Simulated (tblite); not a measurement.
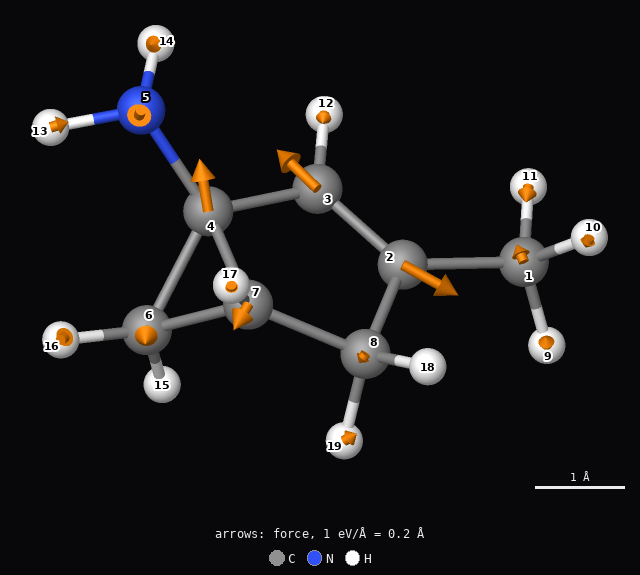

Starting geometry of C$_{7}$H$_{11}$N (charge +1, multiplicity 2) with the computed forces as orange arrows. Style: ball-and-stick. Shown at a tilt.

Method: GFN2-xTB geometry optimisation, gas phase (tblite 0.8.0). 

### Is this structure relaxed? If not, where do the atoms go?

It isn't relaxed: the largest force vector, on C2, is 3.59 eV/Å. The final displacements have little in common with the starting forces (cosine between the two patterns 0.24). The largest move after the best rigid fit is that of H19, 0.43 Å. By element the largest moves are H 0.43 Å, C 0.12 Å, N 0.09 Å. Some distances before and after: C4–C7 1.508 → 1.601 Å, C4–N5 1.429 → 1.365 Å, C4–C6 1.505 → 1.557 Å, C2–C3 1.309 → 1.356 Å. Among the angles between lasting bonds that change: C4–N5–H14 107.1° → 119.8°, C4–N5–H13 113.9° → 121.2°, C7–C6–H16 112.0° → 119.1°. After 64 geometry steps the energy has fallen by 16.8 kcal/mol. The run took 0.41 s on 1 thread of Arm Neoverse V1 (shared host).
